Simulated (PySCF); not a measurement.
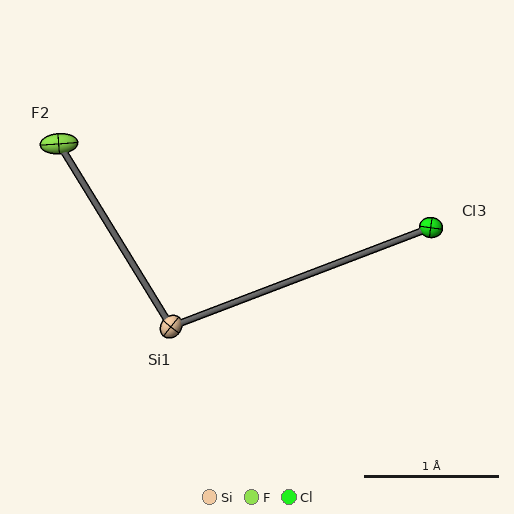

Displacement ellipsoids at the 50 % level, enlarged 2 times, from the internal vibrations of the free molecule (harmonic, no overall translation or rotation; no half-axis is drawn under 0.075 Å). Vibrations computed with RKS-based PBE0, Si def2-TZVP, F def2-TZVP, Cl def2-TZVP; non-relativistic; density fitting (PySCF 2.14.0). Temperature: 100 K.

List U_eq and the three principal root-mean-square amplitudes for each kind of atom.

```json
{"atom": "Si1", "U_eq (Å²)": "0.00044", "rms amplitudes (Å)": "0.000, 0.022, 0.029"}
{"atom": "F2", "U_eq (Å²)": "0.00086", "rms amplitudes (Å)": "0.000, 0.023, 0.045"}
{"atom": "Cl3", "U_eq (Å²)": "0.00031", "rms amplitudes (Å)": "0.000, 0.013, 0.028"}
```
